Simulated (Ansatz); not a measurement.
# AlClH3N···SiH4: what the fields show

```yaml
atoms:
  - { symbol: Al, position_ang: [0.0148, -0.3072, 0.2266] }
  - { symbol: Cl, position_ang: [-0.5623, -1.3507, 1.9766] }
  - { symbol: H, position_ang: [1.5055, -0.3493, -0.2900] }
  - { symbol: N, position_ang: [-1.3160, 0.3414, -0.7703] }
  - { symbol: H, position_ang: [-2.2955, 0.2094, -0.5561] }
  - { symbol: H, position_ang: [-1.2005, 0.6591, -1.7234] }
  - { symbol: Si, position_ang: [-0.5134, 2.7025, 1.0520] }
  - { symbol: H, position_ang: [-1.9140, 2.3547, 1.3826] }
  - { symbol: H, position_ang: [-0.0038, 3.7137, 2.0236] }
  - { symbol: H, position_ang: [-0.3303, 3.2074, -0.3293] }
  - { symbol: H, position_ang: [0.3742, 1.5008, 1.2636] }
```

These are results of RKS PBE0-D4/6-31G* (Ansatz), not measurements.

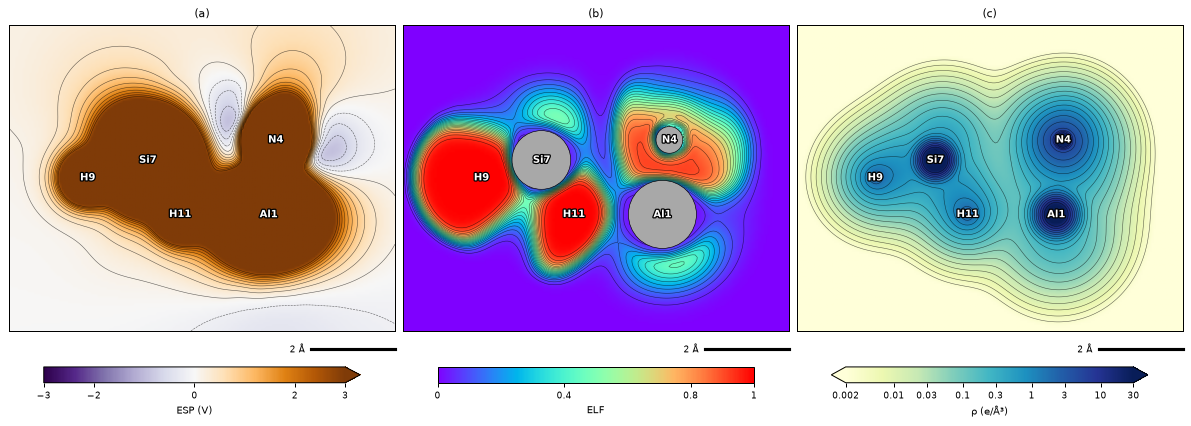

Figure 1. (a) electrostatic potential; (b) electron localisation function; (c) total electron density on the plane of atoms H9, Si7 and H11. Grey discs cover the atomic cores in the ELF map.

Q: What does the map show?

A:
- The plane passes through Al, N, Si and H nuclei.
- Al1···H11 (2.12 Å): the density falls to about 0.14 e/Å³ on the way; the ELF climbs to about 1 towards the hydrogen.
- Al–N (1.78 Å): ρ is about 0.81 e/Å³ halfway; the ELF peaks at about 0.90 in the valence shell of N, 0.7 Å from its nucleus, and is about 0.65 at the midpoint.
- Si–H (1.49 Å): ρ is about 0.77 e/Å³ halfway; the ELF climbs to about 1 towards the hydrogen.
- Outside the dense part of the complex the potential is most negative (−0.9 V) near N4.

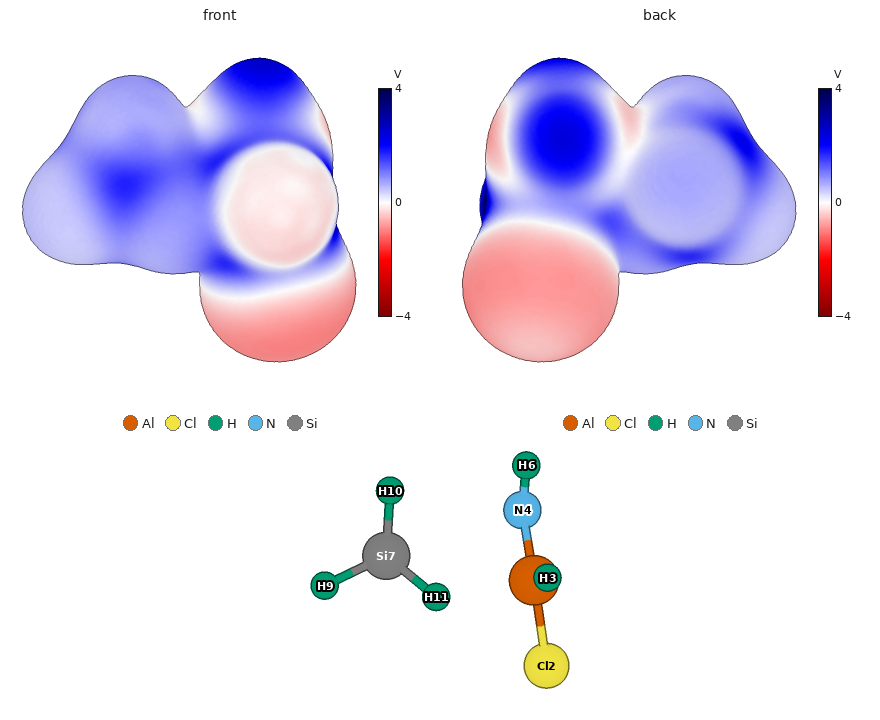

Figure 2. The molecular electrostatic potential painted on the density surface at 0.004 e/bohr³, seen from the front and from behind; the colour scale runs from red (negative) to blue (positive). The bare structure is drawn below in the same view.

Q: Where is the surface potential most negative and most positive?

A: The most negative region (about −0.9 V, or −21 kcal/mol for a unit charge) lies over Cl2, the most positive (about +3.4 V, or +78 kcal/mol for a unit charge) over Al1.

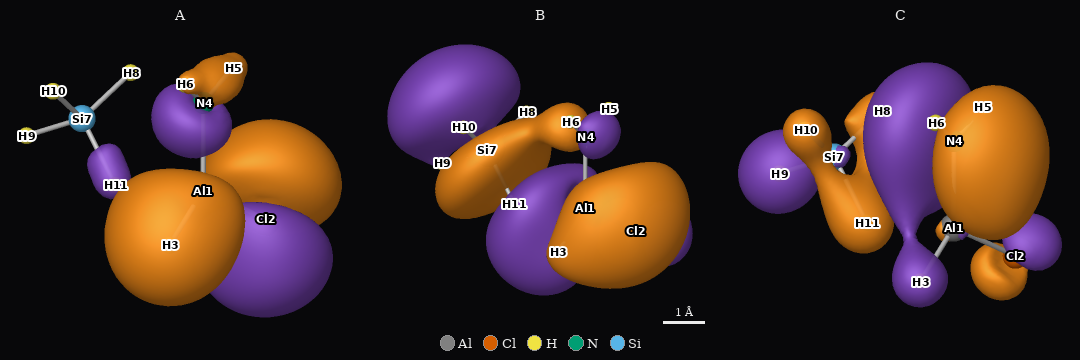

Figure 3. Three frontier orbitals at ±0.06 Å⁻³ᐟ² (orange and purple are the two phases), in no order.

Q: Order the three orbitals by energy and name them.

A: A is the HOMO−1 (−8.58 eV). Its weight (Hirshfeld) is mainly on Cl2 (about 65 %), H3 (about 15 %) and Al1 (about 15 %). C is the HOMO (−7.37 eV). By Hirshfeld shares it lies mainly on N4 (about 65 %); largely a lone pair of N4. B is the LUMO (−0.33 eV). It lies mainly on Al1 (about 40 %), Si7 (about 30 %), H11 (about 10 %) and Cl2 (about 5 %).

Q: What is the HOMO–LUMO gap?

A: 7.04 eV between the orbital energies.

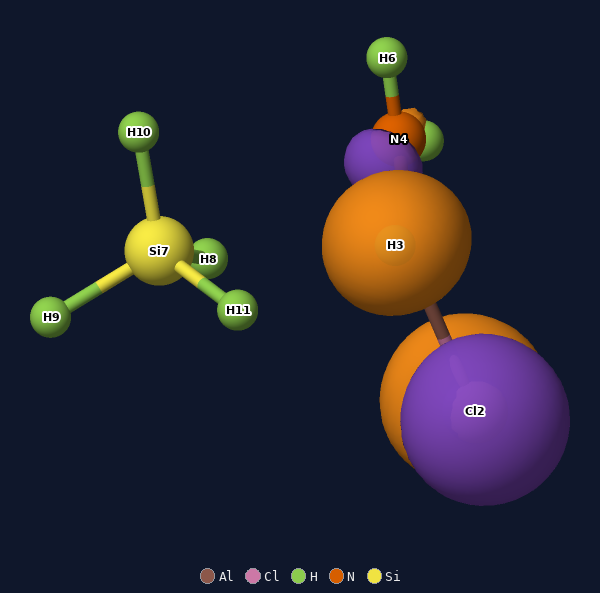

Figure 4. The HOMO−1 at ±0.15 Å⁻³ᐟ² (orange and purple are the two phases), seen at a tilt.

Q: Describe this orbital and give its energy.

A: By Hirshfeld shares it lies mainly on Cl2 (about 65 %), H3 (about 15 %) and Al1 (about 15 %). Its energy is −8.58 eV.
